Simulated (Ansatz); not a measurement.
# Twisted silicene bilayer, 84.43° (268 atoms): taking the cell apart: runs compared

Aim: the interaction energy between the two parts of twisted silicene bilayer, 84.43° (268 atoms) and its distance dependence.

Computed with Ansatz 0.2.0: Kohn-Sham DFT, RPBE+D3(BJ), PAW (set soft_2), plane waves.

**1. The cell as built**

The cell holds 268 atoms: 268 Si. Its edges and angles: a = 31.596 Å, b = 31.596 Å, c = 16.170 Å, α = 90.0°, β = 90.0°, γ = 120.0°. It derives from Si (silicene). Silicene (a = 3.86 Å) under silicene (a = 3.86 Å), bilayer, commensurate cell of 67 unit cells a layer, twist 84.43 deg; facing planes 3.29 Å apart; 12 Å of vacuum; layers as built, displaced by a Gaussian of 0.01 Å. Regions: layer 1, 134 atoms (134 Si); layer 2, 134 atoms (134 Si). Vacuum lies along c.

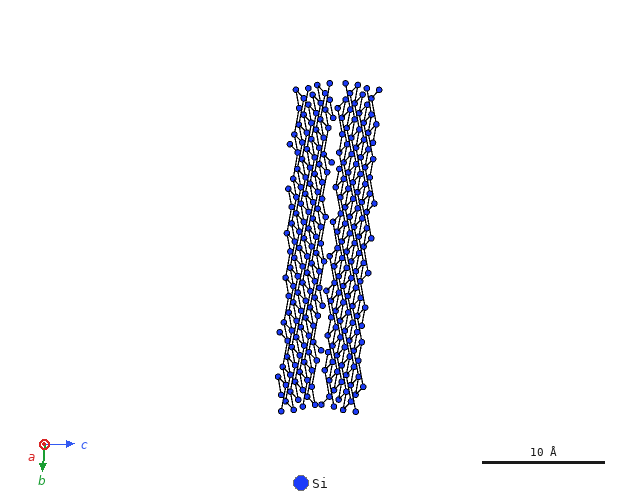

The cell as built.

**2. The reference run**

The reference is a single point at the end of the relaxation.

The parts (lower: layer 1 and upper: layer 2) keep their atoms where they stand in it, and shifted cells move the upper part rigidly.

Its input, with most atom lines left out:

```yaml
crystal:
  lattice:
    - [31.5955, 0.0, 0.0]
    - [-15.79775, 27.36251, 0.0]
    - [0.0, 0.0, 16.17]
  atoms:
    - { symbol: Si, position: [0.07288, 0.63911, 0.42106] }
    - { symbol: Si, position: [0.09724, 0.59085, 0.3487] }
    - { symbol: Si, position: [0.09897, 0.78079, 0.43646] }
    - { symbol: Si, position: [0.12615, 0.72661, 0.40278] }
    - { symbol: Si, position: [0.13095, 0.91959, 0.42144] }
    - { symbol: Si, position: [0.15592, 0.86227, 0.40144] }
    - { symbol: Si, position: [0.16289, 0.05362, 0.42066] }
    [... atom lines 8 to 268 left out ...]
kpoints:
  mp_grid: { grid: [3, 3, 1] }
hamiltonian:
  xc: rpbe
  dispersion: d3bj
scf:
  occupations: { method: gaussian, width: 0.025 }
output:
  forces: true
  populations: true
  dos:
    method: { smearing: { sigma: 0.15 } }
    de: 0.1
    projected: { site_lists: { Si: [Si] } }
  eigenvalues: true
  write_density: true
  write_potential: true
  volumetric_format: npy
```

```
free energy per atom   : -639.6322 eV/atom
r.m.s. force component : 0.03025 eV/Å
```

No gap is quoted: the bands of a honeycomb sheet meet or nearly meet at one point of the zone, so the spacing of levels depends on whether the mesh holds it and on how the neighbours disturb the sheet.

**3. The runs**

Each row is one run, on 1 × NVIDIA H100 80GB HBM3 with 5 threads of AMD EPYC 7R13 (Zen 3), shared host. The free energy is the program's total, comparable only between runs with the same functional, potentials and atoms, or as a whole against its parts.

```tsv
run	atoms	outcome	ionic steps, all passes	free energy (eV)	time	host memory (GiB)
Single point at the start	268	converged	-	-171389.417	54 s	3.5
Relaxation	268	cut at the time limit	27	-171421.440	16 min	3.6
Single point at the relaxed geometry	268	converged	-	-171421.440	2.2 min	6.3
The lower part alone	134	converged	-	-85667.964	41 s	3.7
The upper part alone	134	converged	-	-85667.985	41 s	3.7
Upper part moved by +0.3 Å	268	converged	-	-171402.016	1.9 min	3.5
Upper part moved by -0.3 Å	268	cut at the time limit	-	-	1.9 min	3.4
```

In some runs the program notes that it cut back its plan to fit the GPU's memory, the dispersion model switches parameters near this geometry, it cut back its work space to fit the memory limit and the exchange-correlation potential is rough where the density is thin.

**4. Interaction energy**

Whole cell less its two parts, each frozen at the geometry of the whole and solved in the same cell with the same functional, so that energy zeros cancel. The upper part is 'layer 2' and the lower part 'layer 1'. The nearest atoms of the two parts stand 2.33 Å apart. The face is 864.5 Å².

```tsv
functional	interaction energy (eV)	of it, the added dispersion term (eV)	per area (meV/Å²)	per area (J/m²)	per atom of the upper part (meV)
RPBE+D3(BJ)	-85.491	-56.323	-98.9	-1.58	-638.0
```

**5. Levels of whole and parts**

```tsv
cell	level spacing (eV)	vacuum level at the upper face, over the highest filled level, or over E_F where no gap is given (eV)	moment (μB)
whole	-	4.52	no spin
lower part	-	4.54	no spin
upper part	-	4.54	no spin
```

A dash marks a cell without a clear gap, or without a flat potential in the vacuum.

**6. Outcome**

The parts bind with 98.9 meV/Å² (85.5 eV for the cell) at the level RPBE+D3(BJ), far more than van der Waals binding between intact sheets, and bonds of chemical length cross the interface. The added dispersion term contributes -56.323 eV, the functional itself -29.167 eV.

Caveats: The parts are frozen, so the energy of their deformation isn't counted. The relaxation stopped at its limit, so the geometry called relaxed here isn't at a minimum. 1 shifted cell gave no result. No correction is made for dipoles across the vacuum, and the parts also feel their periodic images through it. The program warns that the dispersion model switches its C6 values near this geometry, which can put artefacts into forces and pressure.

The DFT runs together took 25 min of wall time.

[Logs are printed without paths, hosts, clocks, repeated set-up lines and the standing remarks that a program may print on its own settings, such as how far it seeks lower states.]

[Hosts, paths, dates, database ids (printed as entryN), source tags and the programs' standing remarks are cut or masked in the printed files.]
